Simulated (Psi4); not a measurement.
# UB3LYP/6-31G(d) (spherical functions) run of GeH2ClO (SMILES [O][GeH2][Cl])

Aim: the vertical ionisation energy of GeH2ClO at UB3LYP/6-31G* (spherical functions), from 2 runs. Input form: a Python script.

Program for the calculation: Psi4 1.11.

1 further run of the same task is left out (set aside as unsound or not needed).

## (1) Starting point

GeH2ClO: 5 atoms, total charge 0, spin state doublet. SMILES: `[O][GeH2][Cl]`. Geometry: relaxed at PBE0-D4/def2-TZVP.

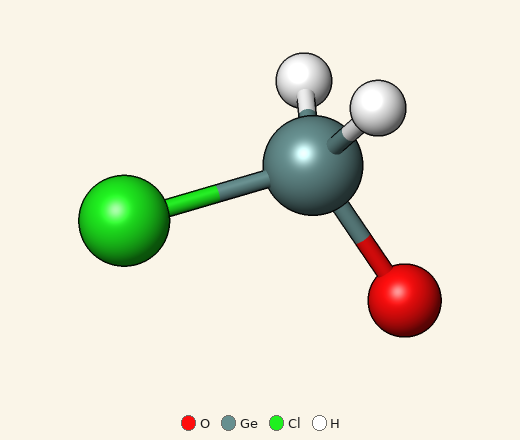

Viewed from a chosen angle; oxygen red, germanium teal, chlorine green, hydrogen white.

## (2) Energy and gradient at UB3LYP/6-31G(d) (spherical functions)

File calc.py:

```python
import psi4

psi4.set_memory(2200000000)
psi4.set_num_threads(1)
psi4.core.set_output_file('run.log', False)

geom = psi4.geometry("""
0 2
O     -0.272400    -0.591800     1.625500
Ge     0.123700    -0.081200    -0.034500
Cl    -1.347100     1.290100    -0.778900
H      0.081000    -1.343800    -0.899000
H      1.464600     0.653000     0.045400
symmetry c1
no_reorient
no_com
""")

psi4.set_options({
    'basis': '6-31G*',
    'reference': 'uks',
    'puream': True,
    'e_convergence': 1e-09,
    'd_convergence': 1e-08,
    'scf_type': 'pk',
    'dft_radial_points': 99,
    'dft_spherical_points': 590,
    'maxiter': 100,
})

e_tot, wfn = psi4.gradient('b3lyp', molecule=geom, return_wfn=True)
psi4.oeprop(wfn, 'WIBERG_LOWDIN_INDICES', 'LOWDIN_CHARGES', 'DIPOLE')
print('gradient / Eh bohr^-1')
print(e_tot.np.round(6))
print(f'energy = {wfn.energy():.10f} Eh')
```

Launch:

```bash
$ python calc.py
```

run.log:

```text
[...]
  Running in c1 symmetry.
[...]
  Nuclear repulsion =  264.047620248749411
[...]
  Multiplicity = 2
[...]
  Nalpha       = 30
  Nbeta        = 29
[...]
    Number of basis functions: 68
[...]
   @UKS iter   1: -2611.58733822383419   -1.72018e+00   4.09298e-02 ADIIS/DIIS
[...]
   @UKS iter  16: -2613.34772287150099   -3.18323e-12   3.69669e-09 DIIS
[...]
   @S^2 Observed:                7.537257532E-01
[...]
    Orbital Energies [Eh]
    ---------------------
    Alpha Occupied:
       1A   -398.792105     2A   -101.523053     3A    -49.868414
       4A    -44.392342     5A    -44.391901     6A    -44.391566
       7A    -19.217638     8A     -9.456633     9A     -7.217585
      10A     -7.210968    11A     -7.210640    12A     -6.301550
      13A     -4.473443    14A     -4.472166    15A     -4.470299
      16A     -1.281264    17A     -1.277410    18A     -1.275161
      19A     -1.273182    20A     -1.273158    21A     -0.986075
      22A     -0.824486    23A     -0.572309    24A     -0.445200
      25A     -0.407007    26A     -0.404724    27A     -0.379941
      28A     -0.340726    29A     -0.326930    30A     -0.321711
    Alpha Virtual:
[...]
  @UKS Final Energy: -2613.34772287150099
   => Energetics <=
    Nuclear Repulsion Energy =            264.0476202487494106
    One-Electron Energy =               -4159.5458987183756108
    Two-Electron Energy =                1376.0340829856108940
    DFT Exchange-Correlation Energy =     -93.8835273874851310
    Empirical Dispersion Energy =           0.0000000000000000
    VV10 Nonlocal Energy =                  0.0000000000000000
    Total Energy =                      -2613.3477228715005367
[...]
  -Total Gradient:
     Atom            X                  Y                   Z
    ------   -----------------  -----------------  -----------------
       1        0.001226892272     0.003034563923    -0.008211819195
       2       -0.004777911205     0.002649766706     0.001362651035
       3        0.007166071429    -0.007096485809     0.004509983456
       4       -0.000218077975     0.003022549237     0.002285718058
       5       -0.003424471576    -0.001609531029     0.000091928224
[...]
 Multipole Moments:
 ------------------------------------------------------------------------------------
     Multipole            Electronic (a.u.)      Nuclear  (a.u.)        Total (a.u.)
 ------------------------------------------------------------------------------------
 L = 1.  Multiply by 2.5417464519 to convert [e a0] to [Debye]
 Dipole X            :         37.7351127          -36.9930897            0.7420231
 Dipole Y            :        -26.5841380           26.2824999           -0.3016380
 Dipole Z            :          3.6981875           -4.1477599           -0.4495724
 Magnitude           :                                                    0.9185309
[...]
```

The script printed:

```text
gradient / Eh bohr^-1
[[ 1.227e-03  3.035e-03 -8.212e-03]
 [-4.778e-03  2.650e-03  1.363e-03]
 [ 7.166e-03 -7.096e-03  4.510e-03]
 [-2.180e-04  3.023e-03  2.286e-03]
 [-3.424e-03 -1.610e-03  9.200e-05]]
energy = -2613.3477228715 Eh
```

Wall time 40 s (1 thread of Intel Xeon Platinum 8259CL at 2.50GHz (Skylake/Cascade Lake), shared host); peak memory 0.7 GiB.

## (3) The singlet cation at the same level

File clgeh2o.xyz:

```xyz
5
ClGeH2O
O     -0.272400    -0.591800     1.625500
Ge     0.123700    -0.081200    -0.034500
Cl    -1.347100     1.290100    -0.778900
H      0.081000    -1.343800    -0.899000
H      1.464600     0.653000     0.045400
```

File clgeh2o.py:

```python
import psi4

psi4.set_memory('2200 MB')
psi4.set_num_threads(1)
psi4.set_output_file('psi4.out', False)

with open('clgeh2o.xyz') as f:
    atoms = ''.join(f.readlines()[2:])
m = psi4.geometry('1 1\n' + atoms + 'symmetry c1\nno_reorient\nno_com')

options = {'basis': '6-31G*', 'reference': 'rks', 'puream': True, 'e_convergence': 1e-09, 'd_convergence': 1e-08, 'scf_type': 'pk', 'dft_radial_points': 99, 'dft_spherical_points': 590}
psi4.set_options(options)

e, wfn = psi4.gradient('B3LYP', return_wfn=True)
psi4.oeprop(wfn, 'MAYER_INDICES', 'DIPOLE', 'WIBERG_LOWDIN_INDICES')
print('gradient / Eh bohr^-1')
print(e.np.round(6))
print(f'energy = {wfn.energy():.10f} Eh')
```

Launch:

```bash
$ python clgeh2o.py
```

psi4.out:

```text
[...]
  Running in c1 symmetry.
[...]
  Nuclear repulsion =  264.047620248749411
[...]
  Multiplicity = 1
[...]
  Nalpha       = 29
  Nbeta        = 29
[...]
    Number of basis functions: 68
[...]
   @RKS iter   1: -2610.91723940835573   -1.05008e+00   4.15615e-02 DIIS/ADIIS
[...]
   @RKS iter  16: -2612.89277565784460   -3.18323e-12   9.18940e-09 DIIS
[...]
    Orbital Energies [Eh]
    ---------------------
    Doubly Occupied:
       1A   -399.053196     2A   -101.795649     3A    -50.129666
       4A    -44.653627     5A    -44.653083     6A    -44.652903
       7A    -19.498271     8A     -9.726695     9A     -7.486473
      10A     -7.484314    11A     -7.478915    12A     -6.561883
      13A     -4.732938    14A     -4.732256    15A     -4.731545
      16A     -1.540704    17A     -1.536998    18A     -1.535677
      19A     -1.533921    20A     -1.533289    21A     -1.217249
      22A     -1.078644    23A     -0.822854    24A     -0.668113
      25A     -0.653309    26A     -0.650117    27A     -0.586627
      28A     -0.571946    29A     -0.570394
[...]
  @RKS Final Energy: -2612.89277565784460
   => Energetics <=
    Nuclear Repulsion Energy =            264.0476202487494106
    One-Electron Energy =               -4144.1233641451199219
    Two-Electron Energy =                1360.7307972040164259
    DFT Exchange-Correlation Energy =     -93.5478289654900692
    Empirical Dispersion Energy =           0.0000000000000000
    VV10 Nonlocal Energy =                  0.0000000000000000
    Total Energy =                      -2612.8927756578441404
[...]
  -Total Gradient:
     Atom            X                  Y                   Z
    ------   -----------------  -----------------  -----------------
       1       -0.007105893010     0.001939424371     0.006306762294
       2        0.019242586316    -0.006443010456    -0.014582325568
       3       -0.000330928273    -0.001951181586     0.004609885713
       4       -0.000068693917     0.011671740810     0.005848147408
       5       -0.011765633944    -0.005216173009    -0.002142314425
[...]
 Multipole Moments:
 ------------------------------------------------------------------------------------
     Multipole            Electronic (a.u.)      Nuclear  (a.u.)        Total (a.u.)
 ------------------------------------------------------------------------------------
 L = 1.  Multiply by 2.5417464519 to convert [e a0] to [Debye]
 Dipole X            :         37.2446298          -36.9930897            0.2515402
 Dipole Y            :        -26.1660352           26.2824999            0.1164647
 Dipole Z            :          3.4859328           -4.1477599           -0.6618271
 Magnitude           :                                                    0.7175316
[...]
```

On the terminal:

```text
gradient / Eh bohr^-1
[[-7.1060e-03  1.9390e-03  6.3070e-03]
 [ 1.9243e-02 -6.4430e-03 -1.4582e-02]
 [-3.3100e-04 -1.9510e-03  4.6100e-03]
 [-6.9000e-05  1.1672e-02  5.8480e-03]
 [-1.1766e-02 -5.2160e-03 -2.1420e-03]]
energy = -2612.8927756578 Eh
```

It took 32 s on 1 thread of Intel Xeon Platinum 8259CL at 2.50GHz (Skylake/Cascade Lake), shared host; peak memory 0.7 GiB.

## (4) Outcome

Level: UB3LYP/6-31G* (spherical functions).

| quantity | value |
| --- | --- |
| doublet GeH2ClO: total energy | -2613.34772 Eh |
| doublet GeH2ClO: dipole moment | 2.33 D |
| doublet GeH2ClO: HOMO energy (highest over α and β) | -8.56 eV |
| doublet GeH2ClO: LUMO energy (lowest over α and β) | -4.96 eV |
| doublet GeH2ClO: ⟨S²⟩ | 0.754 |
| doublet GeH2ClO: largest force on an atom | 0.568 eV/Å |
| singlet cation: total energy | -2612.89278 Eh |
| singlet cation: HOMO energy | -15.52 eV |
| singlet cation: LUMO energy | -14.18 eV |
| singlet cation: HOMO–LUMO gap | 1.34 eV |
| singlet cation: largest force on an atom | 1.285 eV/Å |
| vertical ionisation energy (to the singlet cation) | 12.380 eV |

What this shows: The vertical ionisation energy comes to 12.38 eV (1194 kJ/mol). The largest force (doublet GeH2ClO) is 0.57 eV/Å: the shape isn't a stationary point for this species at this level. Only the singlet of the ionised species was computed; a triplet could lie lower.
